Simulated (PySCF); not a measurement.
C$_{5}$H$_{10}$OSSi: spin–spin coupling calculation

- system: C$_{5}$H$_{10}$OSSi, SMILES CO[SiH2]SC1=CCC1
- method: PW91/6-311G** indirect spin-spin coupling, non-relativistic, gas phase (PySCF 2.14.0)

Some settings of this run were made unusual or wrong on purpose. The geometry comes from this level: GFN2-xTB. Figures and captions count atoms from 1; the log counts them from 0 in places.

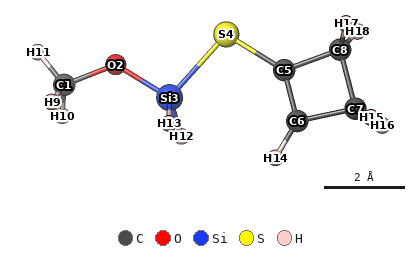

Fig. 1: The input geometry (ball-and-stick view, seen at a tilt; atoms are numbered from 1 in the order of the input).

Input file
```
{"job": {"kind": "j", "xc": "PW91", "basis": "6-311G**", "scf": {"aux": "cc-pvdz-ri", "max_cycle": 70}, "grid": 0}, "charge": 0, "multiplicity": 1}
C      4.126162    -0.172206    -0.309496
O      2.842453    -0.099185     0.227083
Si     1.448850    -0.094546    -0.580255
S      0.074829     0.054805     1.042637
C     -1.427333     0.081125     0.160122
C     -1.806848     0.002751    -1.117791
C     -3.271488     0.127292    -0.789229
C     -2.828719     0.217928     0.693177
H      4.335930     0.705328    -0.924599
H      4.238327    -1.065505    -0.927240
H      4.834823    -0.212007     0.517499
H      1.233391    -1.333552    -1.324652
H      1.316427     1.059682    -1.466456
H     -1.286491    -0.107353    -2.049737
H     -3.758808     1.022446    -1.173576
H     -3.877367    -0.745198    -1.030291
H     -3.042140     1.165046     1.183711
H     -3.160758    -0.600535     1.327915
```

The first line tells a small driver script what to run in PySCF; the rest is the geometry in Å.

Machine: 1 CPU thread, shared host.

Launched with:
```bash
OMP_NUM_THREADS=1 python <driver script> task.json out
```

What the program printed
```
final grid: 15968 points
cycle   1  E = -959.2948445379  dE =  9.897e-01  |g| = 9.288e-01  |ddm| = 3.552e+00
cycle   2  E = -958.6311955634  dE =  6.636e-01  |g| = 2.003e+00  |ddm| = 3.302e+00
cycle   3  E = -959.4544859254  dE = -8.233e-01  |g| = 2.563e-01  |ddm| = 2.823e+00
cycle   4  E = -959.4651924183  dE = -1.071e-02  |g| = 1.394e-01  |ddm| = 3.587e-01
cycle   5  E = -959.4694567516  dE = -4.264e-03  |g| = 4.325e-02  |ddm| = 1.620e-01
cycle   6  E = -959.4698944414  dE = -4.377e-04  |g| = 1.623e-02  |ddm| = 5.810e-02
cycle   7  E = -959.4699459510  dE = -5.151e-05  |g| = 6.288e-03  |ddm| = 1.519e-02
cycle   8  E = -959.4699550722  dE = -9.121e-06  |g| = 1.977e-03  |ddm| = 6.802e-03
cycle   9  E = -959.4699561110  dE = -1.039e-06  |g| = 6.408e-04  |ddm| = 2.735e-03
cycle  10  E = -959.4699562217  dE = -1.107e-07  |g| = 1.103e-04  |ddm| = 8.490e-04
cycle  11  E = -959.4699562238  dE = -2.095e-09  |g| = 7.267e-05  |ddm| = 2.020e-04
cycle  12  E = -959.4699562251  dE = -1.342e-09  |g| = 1.563e-05  |ddm| = 9.014e-05
cycle  13  E = -959.4699562251  dE = -5.161e-11  |g| = 6.585e-06  |ddm| = 2.277e-05
converged SCF energy = -959.4699562251

Indirect spin-spin couplings (Hz)
  i      j    bonds     total        FC       PSO       DSO        SD
  0 C    1 O    1     20.268    21.716    -1.317    -0.132         -
  0 C    2 Si   2      0.919     0.555     0.343     0.052    -0.032
  0 C    3 S    3      0.612     0.659    -0.026    -0.022         -
  0 C    7 C    5      0.271     0.287     0.030    -0.046         -
  0 C    8 H    1    119.834   118.648     0.373     0.813         -
  0 C    9 H    1    119.156   117.958     0.382     0.817         -
  0 C   10 H    1    130.302   129.251     0.276     0.775         -
  0 C   11 H    3      0.236     0.305     0.076    -0.145         -
  0 C   12 H    3      0.231     0.299     0.075    -0.143         -
  1 O    2 Si   1    -34.273   -27.467    -7.090     0.067     0.217
  1 O    4 C    3     -2.324    -2.389     0.030     0.035         -
  1 O    5 C    4     -0.152    -0.161    -0.019     0.029         -
  1 O    7 C    4     -0.861    -0.857    -0.032     0.029         -
  1 O    8 H    2     -1.906    -1.169    -0.826     0.089         -
  1 O    9 H    2     -1.645    -0.904    -0.832     0.092         -
  1 O   10 H    2     -9.289    -8.549    -0.792     0.052         -
  1 O   11 H    2     -2.904    -3.141     0.065     0.171         -
  1 O   12 H    2     -2.729    -2.963     0.060     0.174         -
  1 O   13 H    5      0.169     0.055     0.003     0.111         -
  1 O   16 H    5      0.171     0.128    -0.049     0.093         -
  1 O   17 H    5      0.176     0.132    -0.051     0.095         -
  2 Si   3 S    1     24.648    22.764     3.546    -0.023    -1.639
  2 Si   4 C    2     -0.812    -0.874     0.082    -0.037     0.017
  2 Si   5 C    3     -9.123    -9.002    -0.039    -0.042    -0.040
  2 Si   6 C    4      0.323     0.311    -0.016     0.026     0.001
  2 Si   7 C    3     -4.369    -4.417    -0.005     0.037     0.016
  2 Si   8 H    3     -0.977    -1.110     0.075     0.077    -0.019
  2 Si   9 H    3     -1.790    -1.925     0.097     0.053    -0.015
  2 Si  10 H    3    -15.087   -14.939    -0.398     0.387    -0.137
  2 Si  11 H    1   -195.126  -195.686     1.202    -0.444    -0.198
  2 Si  12 H    1   -194.885  -195.444     1.204    -0.445    -0.201
  2 Si  13 H    4     -0.178    -0.093     0.149    -0.241     0.008
  2 Si  15 H    5      0.171     0.144    -0.092     0.109     0.010
  2 Si  16 H    4      0.553     0.510    -0.102     0.149    -0.005
  2 Si  17 H    4      0.587     0.552    -0.108     0.155    -0.012
  3 S    4 C    1    -27.124   -24.975    -2.208     0.059         -
  3 S    5 C    2     -4.488    -2.242    -2.237    -0.009         -
  3 S    6 C    3      1.692     1.972    -0.260    -0.020         -
  3 S    7 C    2      4.121     4.479    -0.356    -0.001         -
  3 S   10 H    4     -0.231    -0.224     0.047    -0.054         -
  3 S   11 H    2      2.131     2.223    -0.042    -0.050         -
  3 S   12 H    2      2.116     2.213    -0.048    -0.049         -
  3 S   13 H    3     -0.046     0.336    -0.338    -0.043         -
  3 S   14 H    4      0.772     0.835     0.017    -0.080         -
  3 S   15 H    4      0.663     0.726     0.017    -0.080         -
  3 S   16 H    3     -0.465    -0.481     0.031    -0.015         -
  3 S   17 H    3     -0.484    -0.499     0.030    -0.015         -
  4 C    5 C    1     55.069    63.139    -8.359     0.288         -
  4 C    6 C    2     -3.189    -3.225    -0.023     0.059         -
  4 C    7 C    1     25.590    26.345    -1.037     0.282         -
  4 C   11 H    3      0.124     0.192    -0.185     0.117         -
  4 C   12 H    3      0.243     0.301    -0.188     0.131         -
  4 C   13 H    2      1.353     2.588    -0.839    -0.396         -
  4 C   14 H    3      6.919     7.119     0.114    -0.314         -
  4 C   15 H    3      6.803     7.004     0.114    -0.314         -
  4 C   16 H    2     -5.790    -5.948     0.171    -0.014         -
  4 C   17 H    2     -5.762    -5.919     0.172    -0.015         -
  5 C    6 C    1     25.153    25.762    -0.832     0.223         -
  5 C    7 C    2     -4.372    -4.273    -0.126     0.027         -
  5 C   12 H    4      0.159     0.101    -0.181     0.239         -
  5 C   13 H    1    151.070   149.814     0.261     0.994         -
  5 C   14 H    2     -4.421    -4.513     0.261    -0.169         -
  5 C   15 H    2     -4.324    -4.413     0.259    -0.170         -
  5 C   16 H    3      4.206     4.430     0.173    -0.397         -
  5 C   17 H    3      4.212     4.436     0.174    -0.398         -
  6 C    7 C    1     19.068    17.788     1.069     0.212         -
  6 C   13 H    2      3.713     3.834     0.273    -0.394         -
  6 C   14 H    1    123.648   122.004     0.781     0.863         -
  6 C   15 H    1    123.535   121.887     0.783     0.865         -
  6 C   16 H    2     -2.848    -3.041     0.385    -0.192         -
  6 C   17 H    2     -2.830    -3.024     0.386    -0.192         -
  7 C   13 H    3     10.319    10.481     0.420    -0.582         -
  7 C   14 H    2     -2.709    -2.895     0.367    -0.182         -
  7 C   15 H    2     -2.762    -2.947     0.367    -0.182         -
  7 C   16 H    1    123.678   122.043     0.712     0.923         -
  7 C   17 H    1    123.582   121.944     0.716     0.922         -
  8 H    9 H    2     -8.175    -8.061     2.264    -2.379         -
  8 H   10 H    2     -9.202    -9.017     2.359    -2.544         -
  8 H   12 H    4      0.565     0.345    -0.535     0.755         -
  8 H   13 H    7     -0.155    -0.013     0.042    -0.183         -
  8 H   16 H    7     -0.173    -0.004     0.302    -0.472         -
  8 H   17 H    7     -0.206    -0.004     0.420    -0.622         -
  9 H   10 H    2     -9.201    -9.018     2.357    -2.540         -
  9 H   11 H    4      0.590     0.346    -0.591     0.834         -
  9 H   16 H    7     -0.207    -0.003     0.418    -0.622         -
  9 H   17 H    7     -0.181    -0.002     0.328    -0.507         -
 10 H   11 H    4     -0.521    -0.160     1.045    -1.406         -
 10 H   12 H    4     -0.540    -0.158     1.099    -1.481         -
 10 H   13 H    7     -0.231    -0.007     0.437    -0.662         -
 10 H   14 H    8     -0.153    -0.002     0.411    -0.562         -
 10 H   15 H    8     -0.152    -0.002     0.411    -0.561         -
 10 H   16 H    7     -0.169    -0.001     0.350    -0.518         -
 10 H   17 H    7     -0.169    -0.001     0.351    -0.518         -
 11 H   12 H    2     23.618    24.648     0.659    -1.689         -
 11 H   13 H    5      0.691     0.148    -1.089     1.631         -
 11 H   16 H    5     -0.219     0.065     0.675    -0.959         -
 12 H   13 H    5      0.676     0.148    -1.050     1.579         -
 12 H   17 H    5     -0.184     0.091     0.681    -0.956         -
 13 H   14 H    3      0.961     1.090     1.100    -1.229         -
 13 H   15 H    3      0.962     1.092     1.101    -1.230         -
 13 H   16 H    4     -0.752    -0.431     1.716    -2.036         -
 13 H   17 H    4     -0.709    -0.388     1.717    -2.038         -
 14 H   15 H    2    -10.618   -10.517     2.321    -2.422         -
 14 H   16 H    3      3.748     3.658    -0.008     0.098         -
 14 H   17 H    3      0.883     1.187     1.933    -2.238         -
 15 H   16 H    3      0.879     1.184     1.934    -2.238         -
 15 H   17 H    3      3.747     3.658    -0.005     0.094         -
 16 H   17 H    2    -11.400   -11.402     2.266    -2.264         -
```

Outcome

| quantity | value |
| --- | --- |
| outcome | converged |
| total energy | −959.469956 hartree |
| HOMO | −5.17 eV |
| LUMO | −0.96 eV |
| dipole moment | 2.03 D |
| wall time | 21 s |
| peak memory | 0.66 GiB |

Diagnosis

Some settings of this run were drawn to be unusual or wrong; see grid = 0. It converged; results that depend on the unusual settings are not reference values.
